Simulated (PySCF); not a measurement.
**InSiH4ClO2 (SMILES [OH][In]([Cl])[O][SiH3]) at 6 levels**

Wanted: a comparison of 6 runs (HF/STO-3G, HF/3-21G, HF/def2-SVP, PBE0/def2-SVP, MP2/def2-SVP, MP2/def2-SVPD) of InSiH4ClO2. 

The calculation is run with PySCF 2.14.0.

## (1) The system as given

The species is InSiH4ClO2 (9 atoms), meant as a singlet with charge 0. SMILES: `[OH][In]([Cl])[O][SiH3]`. The shape comes from GFN2-xTB, which is rough for such elements, and wasn't checked as a minimum. This is one conformer, not always the lowest.

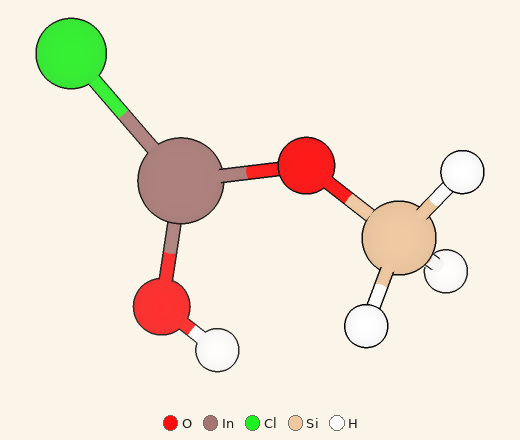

Viewed from a chosen angle; oxygen red, indium brown, chlorine green, silicon light orange, hydrogen white.

## (2) Energy and forces at HF/STO-3G (run 1)

File calc.py:

```python
import pyscf.grad
from pyscf import gto, scf

mol = gto.Mole()
mol.atom = '''
O        1.793280       1.601180       0.589660
In       1.654140      -0.301050       0.216640
Cl       3.383410      -1.767050       0.261740
O       -0.140340      -0.957420      -0.243470
Si      -1.606160      -0.280660      -0.312060
H        0.951820       2.050880       0.498310
H       -1.625310       0.826750      -1.287600
H       -2.415500      -1.423650      -0.731410
H       -1.995340       0.251020       1.008190
'''
mol.max_memory = 1860
mol.verbose = 4
mol.basis = 'sto-3g'
mol.charge = 0
mol.build()

mf = scf.RHF(mol)
mf.conv_tol = 1e-10
mf.kernel()
if not mf.converged:
    mf = mf.newton().run(mf.mo_coeff, mf.mo_occ)

etot = mf.e_tot
print('Final energy', etot)
grad = mf.Gradients().kernel()
mf.analyze()
```

Command:

```sh
$ OMP_NUM_THREADS=1 python calc.py
```

Output:

```text
PySCF version 2.14.0

[... 63 lines left out ...]
converged SCF energy = -6573.20472402386
[... 17 lines left out ...]
Two-electron Coulomb Energy =         3462.816098942279496
[... 7 lines left out ...]
MO #5   energy= -138.080317655407  occ= 2
[... 5 lines left out ...]
MO #11  energy= -24.7721791122797  occ= 2
[... 5 lines left out ...]
MO #17  energy= -16.6378037217597  occ= 2
[... 5 lines left out ...]
MO #23  energy= -5.98070442890411  occ= 2
[... 5 lines left out ...]
MO #29  energy= -3.11353538339236  occ= 2
[... 5 lines left out ...]
MO #35  energy= -0.622969044828699 occ= 2
[... 5 lines left out ...]
MO #41  energy= -0.47496280344491  occ= 2
[... 5 lines left out ...]
MO #47  energy= -0.355353498205732 occ= 2
[... 5 lines left out ...]
MO #53  energy= 0.436647931666992  occ= 0
[... 5 lines left out ...]
MO #59  energy= 0.738076657075639  occ= 0
[... 32 lines left out ...]
pop of  1 In 4dxz         1.99652
pop of  1 In 4dx2-y2      1.98170
pop of  2 Cl 1s           2.00000
pop of  2 Cl 2s           1.99986
pop of  2 Cl 3s           1.91079
pop of  2 Cl 2px          1.99981
pop of  2 Cl 2py          1.99985
pop of  2 Cl 2pz          1.99997
pop of  2 Cl 3px          1.71536
pop of  2 Cl 3py          1.78054
pop of  2 Cl 3pz          1.94302
pop of  3 O 1s            1.99991
pop of  3 O 2s            1.68147
pop of  3 O 2px           1.25613
pop of  3 O 2py           1.72091
pop of  3 O 2pz           1.81167
pop of  4 Si 1s           2.00000
pop of  4 Si 2s           1.99985
pop of  4 Si 3s           1.07033
pop of  4 Si 2px          1.99926
pop of  4 Si 2py          1.99890
pop of  4 Si 2pz          1.99896
pop of  4 Si 3px          0.65871
pop of  4 Si 3py          0.78058
pop of  4 Si 3pz          0.78974
pop of  5 H 1s            0.90048
pop of  6 H 1s            1.16991
pop of  7 H 1s            1.15573
pop of  8 H 1s            1.16965
 ** Mulliken atomic charges  **
charge of    0O =     -0.35462
charge of    1In =      0.86602
charge of    2Cl =     -0.34920
charge of    3O =     -0.47009
charge of    4Si =      0.70367
charge of    5H =      0.09952
charge of    6H =     -0.16991
charge of    7H =     -0.15573
charge of    8H =     -0.16965
Dipole moment(X, Y, Z, Debye): -2.50076,  1.88280, -0.07228
```

Wall time 7.2 s (1 thread of Intel Xeon at 2.70GHz, shared host); peak memory 0.13 GiB.

## (3) Energy and gradient at HF/3-21G (run 2)

File run.py:

```python
import pyscf.grad
from pyscf import gto, scf

mol = gto.Mole()
mol.atom = '''
O      3.388808     3.025792     1.114296
In     3.125872    -0.568902     0.409390
Cl     6.393718    -3.339241     0.494617
O     -0.265204    -1.809262    -0.460092
Si    -3.035203    -0.530371    -0.589708
H      1.798679     3.875602     0.941669
H     -3.071391     1.562331    -2.433211
H     -4.564633    -2.690309    -1.382165
H     -3.770646     0.474359     1.905203
'''
mol.verbose = 4
mol.unit = 'bohr'
mol.charge = 0
mol.basis = '3-21g'
mol.max_memory = 1860
mol.build()

mf = scf.RHF(mol)
mf.conv_tol = 1e-10
mf.kernel()
if not mf.converged:
    mf = mf.newton().run(mf.mo_coeff, mf.mo_occ)

energy = mf.e_tot
print(f'total energy: {energy:.8f} hartree')
grad = mf.Gradients().kernel()
dip = mf.dip_moment()
pop, q = mf.mulliken_pop()
```

Command:

```sh
$ OMP_NUM_THREADS=1 python run.py
```

Output:

```text
PySCF version 2.14.0

[... 65 lines left out ...]
converged SCF energy = -6610.78141460327
total energy: -6610.78141460 hartree
[... 11 lines left out ...]
Dipole moment(X, Y, Z, Debye): -2.79827,  2.15548, -0.06193
[... 54 lines left out ...]
pop of  3 O 1s            1.98513
pop of  3 O 2s            0.39602
pop of  3 O 3s            1.50258
pop of  3 O 2px           0.61594
pop of  3 O 2py           0.72742
pop of  3 O 2pz           0.74505
pop of  3 O 3px           0.90270
pop of  3 O 3py           1.04710
pop of  3 O 3pz           1.07608
pop of  4 Si 1s           1.99855
pop of  4 Si 2s           1.97277
pop of  4 Si 3s           0.68458
pop of  4 Si 4s           0.40523
pop of  4 Si 2px          1.95441
pop of  4 Si 2py          1.95786
pop of  4 Si 2pz          1.95791
pop of  4 Si 3px          0.39657
pop of  4 Si 3py          0.53619
pop of  4 Si 3pz          0.53061
pop of  4 Si 4px          0.05852
pop of  4 Si 4py          0.17130
pop of  4 Si 4pz          0.17844
pop of  5 H 1s            0.43276
pop of  5 H 2s            0.18925
pop of  6 H 1s            0.43790
pop of  6 H 2s            0.82433
pop of  7 H 1s            0.44047
pop of  7 H 2s            0.78435
pop of  8 H 1s            0.43803
pop of  8 H 2s            0.82334
 ** Mulliken atomic charges  **
charge of    0O =     -0.82853
charge of    1In =      1.54039
charge of    2Cl =     -0.54046
charge of    3O =     -0.99802
charge of    4Si =      1.19706
charge of    5H =      0.37799
charge of    6H =     -0.26223
charge of    7H =     -0.22482
charge of    8H =     -0.26137
```

It took 7.5 s on 1 thread of Intel Xeon at 2.70GHz, shared host; peak memory 0.16 GiB.

## (4) Energy and gradient at HF/def2-SVP (core potential) (run 3)

File geometry.xyz:

```xyz
9
ClH4InO2Si
O      1.793280     1.601180     0.589660
In     1.654140    -0.301050     0.216640
Cl     3.383410    -1.767050     0.261740
O     -0.140340    -0.957420    -0.243470
Si    -1.606160    -0.280660    -0.312060
H      0.951820     2.050880     0.498310
H     -1.625310     0.826750    -1.287600
H     -2.415500    -1.423650    -0.731410
H     -1.995340     0.251020     1.008190
```

File input.py:

```python
import pyscf.grad
from pyscf import gto, scf

mol = gto.M(
    atom='geometry.xyz',
    max_memory=1860,
    basis='def2-svp',
    ecp={'In': 'def2-svp'},
    verbose=4,
)

calc0 = scf.RHF(mol)
calc0.conv_tol = 1e-10
calc0.kernel()
if not calc0.converged:
    calc0 = calc0.newton().run(calc0.mo_coeff, calc0.mo_occ)

e_tot = calc0.e_tot
print('E = %.10f Eh' % e_tot)
grad = calc0.Gradients().kernel()
calc0.analyze()
```

Command:

```sh
$ OMP_NUM_THREADS=1 python input.py
```

Output:

```text
PySCF version 2.14.0

[... 88 lines left out ...]
DFT Exchange-Correlation Energy =      -81.950518887546536
[... 11 lines left out ...]
MO #10  energy= -5.43863137292323  occ= 2
[... 9 lines left out ...]
MO #20  energy= -1.08791672072507  occ= 2
[... 9 lines left out ...]
MO #30  energy= -0.517644270423663 occ= 2
[... 9 lines left out ...]
MO #40  energy= 0.144525592412811  occ= 0
[... 9 lines left out ...]
MO #50  energy= 0.416456296574035  occ= 0
[... 9 lines left out ...]
MO #60  energy= 0.725990721306948  occ= 0
[... 9 lines left out ...]
MO #70  energy= 1.12290046520164   occ= 0
[... 9 lines left out ...]
MO #80  energy= 1.45905569609296   occ= 0
[... 9 lines left out ...]
MO #90  energy= 1.98140258444503   occ= 0
[... 9 lines left out ...]
MO #100 energy= 3.10687597576025   occ= 0
[... 9 lines left out ...]
MO #110 energy= 61.6442712541435   occ= 0
[... 83 lines left out ...]
pop of  4 Si 3pz          0.77784
pop of  4 Si 4px          0.01415
pop of  4 Si 4py          0.01265
pop of  4 Si 4pz          0.01333
pop of  4 Si 3dxy         0.01370
pop of  4 Si 3dyz         0.01279
pop of  4 Si 3dz^2        0.00747
pop of  4 Si 3dxz         0.01081
pop of  4 Si 3dx2-y2      0.01073
pop of  5 H 1s            0.66745
pop of  5 H 2s            0.01662
pop of  5 H 2px           0.00196
pop of  5 H 2py           0.00246
pop of  5 H 2pz           0.00200
pop of  6 H 1s            1.17317
pop of  6 H 2s            0.00267
pop of  6 H 2px           0.00016
pop of  6 H 2py           0.00286
pop of  6 H 2pz           0.00254
pop of  7 H 1s            1.15037
pop of  7 H 2s            0.00296
pop of  7 H 2px           0.00115
pop of  7 H 2py           0.00408
pop of  7 H 2pz           0.00052
pop of  8 H 1s            1.17262
pop of  8 H 2s            0.00263
pop of  8 H 2px           0.00042
pop of  8 H 2py           0.00063
pop of  8 H 2pz           0.00451
 ** Mulliken atomic charges  **
charge of    0O =     -1.05484
charge of    1In =      2.24620
charge of    2Cl =     -0.69467
charge of    3O =     -1.19137
charge of    4Si =      0.90645
charge of    5H =      0.30953
charge of    6H =     -0.18140
charge of    7H =     -0.15908
charge of    8H =     -0.18082
Dipole moment(X, Y, Z, Debye): -1.25523,  1.06914, -0.00143
```

Wall time 19 s (1 thread of Intel Xeon at 2.70GHz, shared host); peak memory 0.26 GiB.

Runs 4 to 5 aren't shown in full; the table further down has their settings and results.

## (5) Energy and forces at MP2/def2-SVPD (core potential) (run 6)

File run.py:

```python
# [OH][In]([Cl])[O][SiH3]
import pyscf.grad
from pyscf import gto, mp

mol = gto.Mole()
mol.atom = [
    ('O', (1.793280, 1.601180, 0.589660)),
    ('In', (1.654140, -0.301050, 0.216640)),
    ('Cl', (3.383410, -1.767050, 0.261740)),
    ('O', (-0.140340, -0.957420, -0.243470)),
    ('Si', (-1.606160, -0.280660, -0.312060)),
    ('H', (0.951820, 2.050880, 0.498310)),
    ('H', (-1.625310, 0.826750, -1.287600)),
    ('H', (-2.415500, -1.423650, -0.731410)),
    ('H', (-1.995340, 0.251020, 1.008190)),
]
mol.basis = 'def2-svpd'
mol.ecp = {'In': 'def2-svp'}
mol.max_memory = 1860
mol.verbose = 3
mol.charge = 0
mol.build()

myscf = mol.RHF()
myscf.conv_tol = 1e-10
myscf.kernel()
if not myscf.converged:
    myscf = myscf.newton().run(myscf.mo_coeff, myscf.mo_occ)

pt = mp.MP2(myscf, frozen=16).run()
etot = pt.e_tot
print('Final energy', etot)
grad = pt.Gradients().kernel()
dip = myscf.dip_moment()
pop, q = myscf.mulliken_pop()
```

Command:

```sh
$ OMP_NUM_THREADS=1 python run.py
```

Output:

```text
converged SCF energy = -1089.47179956338
[... 2 lines left out ...]
Final energy -1090.212014599725
[... 8 lines left out ...]
Dipole moment(X, Y, Z, Debye): -1.20011,  0.89920, -0.02928
[... 132 lines left out ...]
pop of  5 H 2px           0.03243
pop of  5 H 2py           0.01768
pop of  5 H 2pz           0.01660
pop of  5 H 3px          -0.01129
pop of  5 H 3py           0.00283
pop of  5 H 3pz           0.01012
pop of  6 H 1s            0.75728
pop of  6 H 2s            0.37126
pop of  6 H 2px           0.00037
pop of  6 H 2py           0.00552
pop of  6 H 2pz           0.00457
pop of  6 H 3px          -0.00125
pop of  6 H 3py           0.00835
pop of  6 H 3pz          -0.00231
pop of  7 H 1s            0.75882
pop of  7 H 2s            0.32668
pop of  7 H 2px           0.00261
pop of  7 H 2py           0.00653
pop of  7 H 2pz           0.00133
pop of  7 H 3px           0.01480
pop of  7 H 3py          -0.00069
pop of  7 H 3pz          -0.00146
pop of  8 H 1s            0.75735
pop of  8 H 2s            0.36963
pop of  8 H 2px           0.00110
pop of  8 H 2py           0.00166
pop of  8 H 2pz           0.00771
pop of  8 H 3px           0.00505
pop of  8 H 3py           0.00234
pop of  8 H 3pz          -0.00183
 ** Mulliken atomic charges  **
charge of    0O =     -0.99527
charge of    1In =      2.12431
charge of    2Cl =     -0.62865
charge of    3O =     -1.24275
charge of    4Si =      0.88798
charge of    5H =      0.24984
charge of    6H =     -0.14380
charge of    7H =     -0.10863
charge of    8H =     -0.14302
```

It took 2.5 min on 1 thread of Intel Xeon at 2.70GHz, shared host; peak memory 1.9 GiB.

## (6) The series

| run | level | core potential | integration grid | energy (Eh) | dipole moment (D) of the reference | HOMO energy (eV) | LUMO energy (eV) | wall time |
| --- | --- | --- | --- | --- | --- | --- | --- | --- |
| 1 | HF/STO-3G | – | – | -6573.204724 | 3.13 | -7.81 | 6.06 | 7.2 s |
| 2 | HF/3-21G | – | – | -6610.781415 | 3.53 | -11.81 | 1.23 | 7.5 s |
| 3 | HF/def2-SVP (core potential) | def2-svp | – | -1089.444543 | 1.65 | -12.11 | 1.32 | 19 s |
| 4 | PBE0/def2-SVP (core potential) | def2-svp | 5 | -1091.976545 | 1.52 | -8.46 | -2.14 | 85 s |
| 5 | MP2/def2-SVP (core potential) | def2-svp | – | -1090.134453 | 1.65 | -12.11 | 1.32 | 37 s |
| 6 | MP2/def2-SVPD (core potential) | def2-svp | – | -1090.212015 | 1.50 | -12.22 | 0.44 | 2.5 min |

## (7) Results

| quantity | value |
| --- | --- |
| run 6: total energy | -1090.21201 Eh |
| run 6: dipole moment (Hartree–Fock density) | 1.50 D |
| run 6: HOMO energy (Hartree–Fock orbitals) | -12.22 eV |
| run 6: LUMO energy (Hartree–Fock orbitals) | 0.44 eV |
| run 6: HOMO–LUMO gap (Hartree–Fock orbitals) | 12.65 eV |
| run 6: correlation energy (16 core orbitals frozen) | -740.2 mEh |
| run 6: largest force on an atom | 1.802 eV/Å |

What this shows: Over runs 1, 2, 3, 4 the dipole moment (its size) runs from 1.52 D (PBE0/def2-SVP) to 3.53 D (HF/3-21G). The two ends differ in method and basis and core potential. Over runs 1, 2, 3, 4 the HOMO–LUMO gap runs from 6.32 eV (PBE0/def2-SVP) to 13.87 eV (HF/STO-3G). Some runs of one species differ in core potentials or relativity; totals across that change don't compare. In run 1 the basis is minimal, so the values are rough. In runs 1, 2 relativity is left out where basis or elements ask for it. All runs together took 5.1 min, the longest 2.5 min.
